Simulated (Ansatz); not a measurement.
The starting structures come from a database of crystals and need not be the phases stable at ambient conditions.

 Where the default PAW files enter, the runs use the earlier of Ansatz's two default sets.

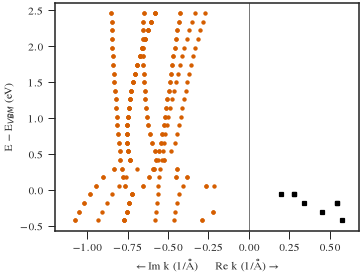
Figure: Complex bands at the centre of the two-dimensional zone; r2SCAN (Ansatz, a program for electronic structure)

The gap is the functional's own, uncorrected, and κ follows it; spin-orbit coupling is left out. Mid-gap values are interpolated between the computed energies.

Question: This is Ba2H6Os (Fm-3m, not sure to be the ambient phase, 9 atoms a cell, 14.7 Å³ an atom) along the normal of (111). Read off the slowest decay at the centre of the two-dimensional zone at 1.14 eV, the computed energy nearest the middle of the gap.

Answer: κ ≈ 0.41 1/Å, a decay length 1/(2κ) of the density of 1.2 Å.
